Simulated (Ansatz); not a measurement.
## What a change does: single-point calculation on SiH₂O₂F

System: SiH₂O₂F, multiplicity 2, SMILES O[Si](O)F.
Method of run A: UKS PBE-QIDH (frozen core)/def2-TZVPP (Ansatz 0.2.0).

The geometry comes from this level: PBE0-D4/def2-TZVP. Text and figures count atoms from 1; the logs count them from 0 in places.

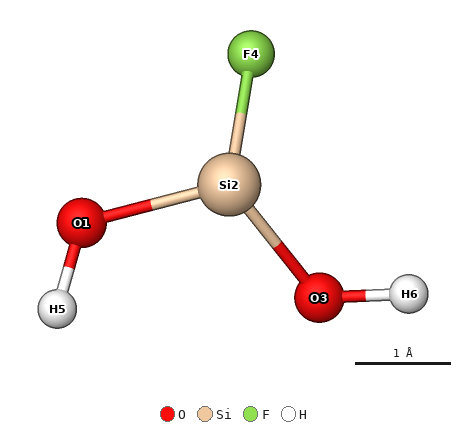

Fig. 1: The structure (ball-and-stick view, seen on its broad side; atoms are numbered from 1 in the order of the input).

### Input, run A
```yaml
crystal:
  periodic: [false, false, false]
  atoms:
    - {symbol: O, position_ang: [-0.887312, 1.032021, -0.626322]}
    - {symbol: Si, position_ang: [0.382886, 0.026226, -0.446519]}
    - {symbol: O, position_ang: [0.346326, -0.560693, 1.083424]}
    - {symbol: F, position_ang: [0.159445, -1.133927, -1.516285]}
    - {symbol: H, position_ang: [-1.051627, 1.658840, 0.081082]}
    - {symbol: H, position_ang: [1.092282, -1.086566, 1.378520]}
basis:
  gaussian: {orbitals: def2-TZVPP}
magnetization: {spin_polarized: true, initial_magnetization: 1}
hamiltonian: {xc: {name: PBE-QIDH}}
```

Hardware: 2 CPU threads, shared host.

### Output (run A)
```
Functional definition: PBE-QIDH
  parameter a = 3^(-1/3)
  parameter c = 1/3
  exchange = (1 - a)*pbe_x + a*exact_x
  correlation = (1 - c)*pbe_c + c*(mp2_os + mp2_ss)
1018 factors; integrals over basis functions are off by at most 1.2e-3 eV
mean field evaluation 1: about -14700.2863 eV, gradient 4.2e1 eV
mean field evaluation 2: about -14700.2893 eV, gradient 4.2e1 eV
mean field evaluation 4: about -14705.9617 eV, gradient 2.1e0 eV
mean field evaluation 8: about -14706.0118 eV, gradient 1.4e-1 eV
mean field evaluation 16: about -14706.0120 eV, gradient 2.5e-4 eV
mean field -14706.01204600 eV, -540.4359745977 hartree, gradient 4.0e-6 eV, S^2 0.752516; 0 other end points of the search recorded, 0 dependent functions left out
8 core orbitals not correlated: weight in the atoms' cores, before any rotation towards them, 1.000 or more for the frozen orbitals, at most 0.000 for the correlated occupied ones
reference -14706.01205609 eV, -540.4359749683 hartree; 13, 12 occupied and 142, 143 virtual orbitals, 1018 factors
second order -24.97466050 eV of doubles, -0.00000000 eV of singles
Total energy: -14714.33694292 eV, -540.7419089165 hartree
```

The input of run B differs as follows (lines with − go, lines with + come):
```diff
-hamiltonian: {xc: {name: PBE-QIDH}}
+hamiltonian: {xc: {name: B2PLYP}}
```

How does run B compare with run A?

The total energies belong to different methods, so their difference says nothing on which is more stable or more accurate. The functional changes from PBE-QIDH to B2PLYP.

### Output (run B)
```
Functional definition: B2PLYP
  parameter a = 0.53
  parameter c = 0.27
  exchange = (1 - a)*b88_x + a*exact_x
  correlation = (1 - c)*lyp_c + c*(mp2_os + mp2_ss)
1018 factors; integrals over basis functions are off by at most 1.2e-3 eV
mean field evaluation 1: about -14705.9648 eV, gradient 4.8e1 eV
mean field evaluation 2: about -14706.0773 eV, gradient 4.8e1 eV
mean field evaluation 4: about -14713.2285 eV, gradient 2.5e0 eV
mean field evaluation 8: about -14713.2938 eV, gradient 4.4e-1 eV
mean field evaluation 16: about -14713.2956 eV, gradient 7.5e-4 eV
mean field -14713.29560725 eV, -540.7036405363 hartree, gradient 3.3e-6 eV, S^2 0.752412; 0 other end points of the search recorded, 0 dependent functions left out
8 core orbitals not correlated: weight in the atoms' cores, before any rotation towards them, 1.000 or more for the frozen orbitals, at most 0.000 for the correlated occupied ones
reference -14713.29573577 eV, -540.7036452594 hartree; 13, 12 occupied and 142, 143 virtual orbitals, 1018 factors
second order -26.81771543 eV of doubles, -0.00000000 eV of singles
Total energy: -14720.53651893 eV, -540.9697391328 hartree
```

### The two runs side by side

```tsv
quantity	run A	run B
outcome	converged	converged
total energy (hartree)	−540.741909	−540.969739
⟨S²⟩	0.753	0.752
basis functions	163	163
wall time (shared host)	4.1 s	4.9 s
```
